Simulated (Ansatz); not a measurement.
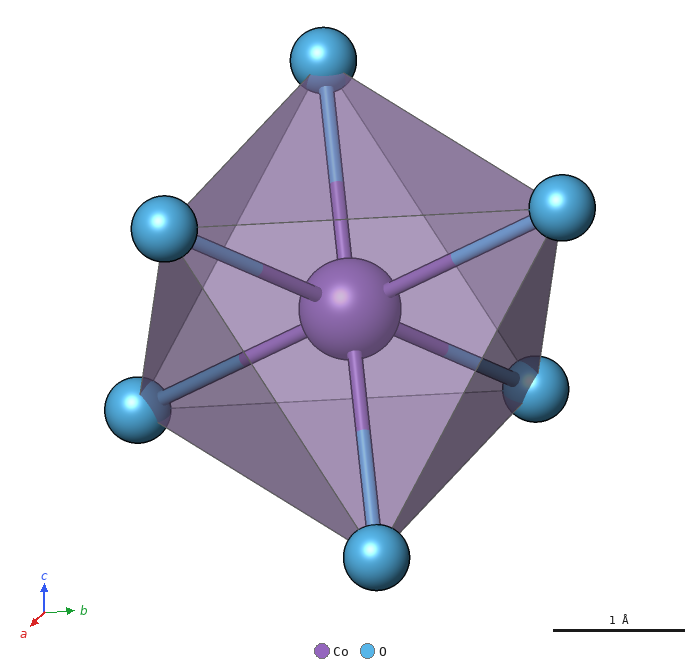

Coordination of Co in CoO (R-3m). Shape measures S are computed against regular polyhedra or, for capped shapes, the nearer of the equal-edge and equal-bond forms. Source: coordinates from a relaxation with DFT PBE+U, scalar-relativistic, plane waves, PAW (Ansatz 0.2.0).

Name the coordination polyhedron and say how regular it is.

CoO6: an essentially ideal octahedron (coordination number 6, S = 0.00; next best trigonal prism, S = 16.7).

Does the central atom sit at the centroid of its ligands?

Yes, to within 0.01 Å; the site symmetry is -3m.

How long are the bonds?

6 × Co–O 2.16 Å. The next neighbour, not counted, lies at 3.04 Å.
